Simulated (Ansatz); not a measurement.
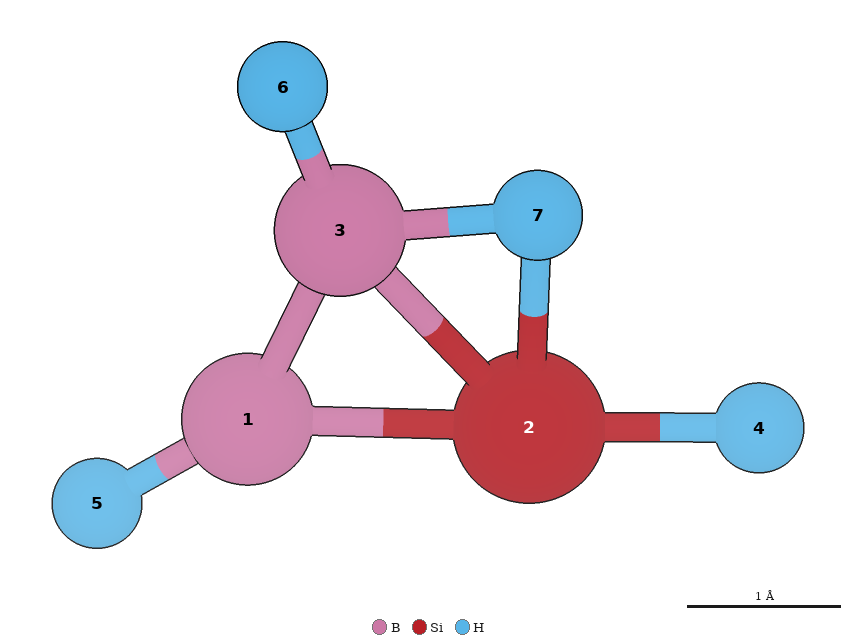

The atoms are numbered. The geometry was computed by an optimisation with PBE-D4/def2-SVP. No frequency run is at hand to confirm it as a minimum.

Give the bond lengths.

```csv
bond,length (Å)
B1–Si2,1.853
B1–B3,1.630
B1–H5,1.201
Si2–B3,2.004
Si2–H4,1.512
Si2–H7,1.708
B3–H6,1.212
B3–H7,1.305
```
